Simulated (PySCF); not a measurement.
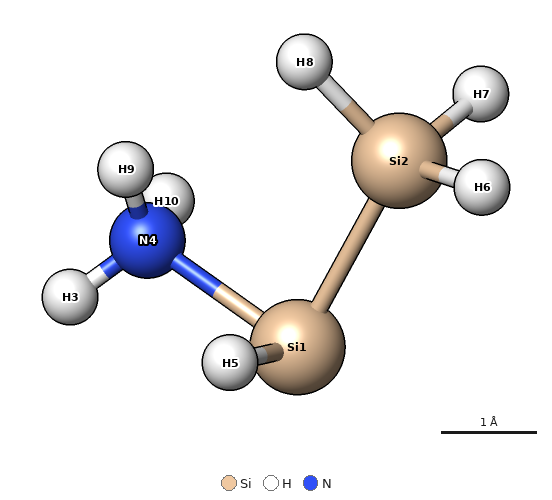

Fig. 1: The structure as given in the input (ball-and-stick view, seen at a tilt; atoms are numbered from 1 in the order of the input). Bond lengths as drawn: H–N 1.01 to 1.02 Å, H–Si 1.49 to 1.53 Å, N–Si 2.04 Å and Si–Si 2.38 Å.

## Frequency calculation, with input and output: Si2NH7

Si2NH7, computed with RKS PBE0-D4/def2-TZVP, density fitting (PySCF 2.14.0).

The geometry is the reactant side of a reaction. The reaction was set up to form Si1–H3 and Si1–N4 and to break H3–N4 (atoms counted from 1 in the order of the input); sticks are drawn by distance alone. The geometry comes from this level: PBE0-D4/def2-TZVP.

Input
```python
import json, numpy as np
from pyscf import gto, scf, dft, mp, cc
EV, BOHR = 27.211386245988, 0.529177210903
mol = gto.M(atom="""
Si -1.089922 -0.984037 -0.002730
Si 1.113535 -0.712982 0.850976
H -1.775500 1.061869 -1.378678
N -0.861647 0.699280 -1.127005
H -1.628015 -0.101860 1.121157
H 1.252770 -1.248750 2.236557
H 2.182962 -1.366326 0.034749
H 1.516169 0.739178 0.905477
H -0.346388 1.426666 -0.638202
H -0.368610 0.484383 -1.987656
""", basis="def2-tzvp", charge=0, spin=0, max_memory=8670, verbose=0)
def mean_field(mol, dm=None):
    mf = dft.RKS(mol, xc="pbe0").density_fit()
    mf.conv_tol = 1e-9; mf.grids.level = 4
    mf.kernel(dm0=dm)
    if not mf.converged: mf = mf.newton().run(mf.mo_coeff, mf.mo_occ)
    assert mf.converged
    return mf
def d4(mol):
    from pyscf.dispersion.dftd4 import DFTD4Dispersion
    real = gto.M(atom=[(mol.atom_pure_symbol(i), mol.atom_coord(i)) for i in range(10)], unit='B', charge=mol.charge, spin=None, basis='def2-svp', verbose=0)
    r = DFTD4Dispersion(real, xc="pbe0", atm=True).get_dispersion(grad=True); return r["energy"], r["gradient"]
def energy_and_gradient(mol, dm=None):
    mf = mean_field(mol, dm); e, g = d4(mol)
    return mf, (mf.e_tot + e) * EV, (mf.nuc_grad_method().kernel()[:10] + g) * EV / BOHR
out = {}
from pyscf.hessian import thermo
mf = mean_field(mol); n = mol.natm; h = mf.Hessian().kernel(); x0 = mol.atom_coords()
for i in range(n):
    for a in range(3):
        g = []
        for s in (1, -1):
            x = x0.copy(); x[i, a] += s * 0.005; g.append(d4(mol.set_geom_(x, unit='B', inplace=False))[1])
        h[i, :, a, :] += (g[0] - g[1]) / 0.01
for i in range(n): h[i, i] -= h[i].sum(0)  # translational sum rule: the analytic Hessian lacks the grid's response
w = thermo.harmonic_analysis(mol, h, imaginary_freq=False)['freq_wavenumber']; r = w[w > 0] * 1.239842e-4; T = [298.15, 498.15, 698.15, 898.15]
print("Vibrations: " + " ".join(f"{a:.2f}" for a in w) + f" cm⁻¹, zero-point energy {r.sum() / 2:.6f} eV")
A = [r.sum() / 2 + 8.617333e-5 * t * np.log(1 - np.exp(-r / 8.617333e-5 / t)).sum() for t in T]
out.update(energy=(mf.e_tot + d4(mol)[0]) * EV, converged=True, hessian=(h.transpose(0, 2, 1, 3).reshape(3 * n, -1) * EV / BOHR**2).round(5).tolist(), temperatures=T, free_energy=A)
out['s2'] = mf.spin_square()[0]; out['nelec'] = mol.nelec
print(f"Total energy {out['energy']:.6f} eV, <S^2> {out['s2']:.4f}")
json.dump(out, open("out.json", "w"), default=float)
```

Run on 4 threads of Arm Neoverse V1, 23 GiB of memory available, shared host.

Command:
```bash
OMP_NUM_THREADS=4 python run.py
```

The program's output
```
Vibrations: 106.08 147.61 157.93 375.24 405.86 429.25 469.78 580.96 682.68 712.89 870.84 883.74 926.10 954.01 1263.28 1648.81 1654.45 2014.66 2099.68 2173.66 2194.72 3468.40 3580.13 3599.56 cm⁻¹, zero-point energy 1.946571 eV
Total energy -17351.161342 eV, <S^2> 0.0000
```

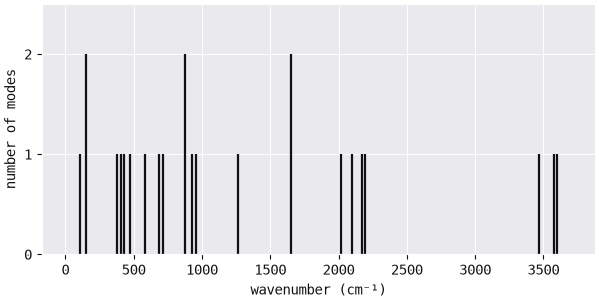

Fig. 2: Harmonic vibrational wavenumbers from the force constants; neighbouring modes closer than 16 cm⁻¹ are counted in one stick. 24 modes from 106 to 3600 cm⁻¹, none imaginary.

Results in brief

- outcome: converged
- total energy: −17351.1613 eV
- wall time: 4 min (CPU time 15 min)
- peak memory: 1.9 GiB
